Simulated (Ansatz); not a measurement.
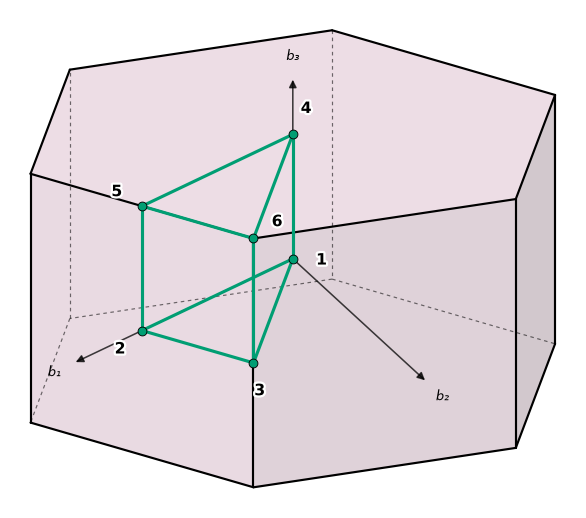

The first Brillouin zone of a primitive hexagonal lattice (hP; extended symbol hP2) is drawn with its special points numbered. Crystal: Ti, the input geometry of an electronic-structure calculation (not necessarily at equilibrium). The drawing is computed from the coordinates (standard cell, symmetry found to 0.002 Å).

a = 2.901 Å, b = 2.901 Å, c = 4.593 Å, α = 90.00°, β = 90.00°, γ = 120.00°.

Labels and path follow the convention of Hinuma et al. (2017), as computed by seekpath; the arrows show the directions of the reciprocal primitive vectors b₁, b₂, b₃, in which coordinates are given.

### Which special point is each number?

| no. | label | coordinates |
| --- | --- | --- |
| 1 | Γ | (0, 0, 0) |
| 2 | M | (1/2, 0, 0) |
| 3 | K | (1/3, 1/3, 0) |
| 4 | A | (0, 0, 1/2) |
| 5 | L | (1/2, 0, 1/2) |
| 6 | H | (1/3, 1/3, 1/2) |
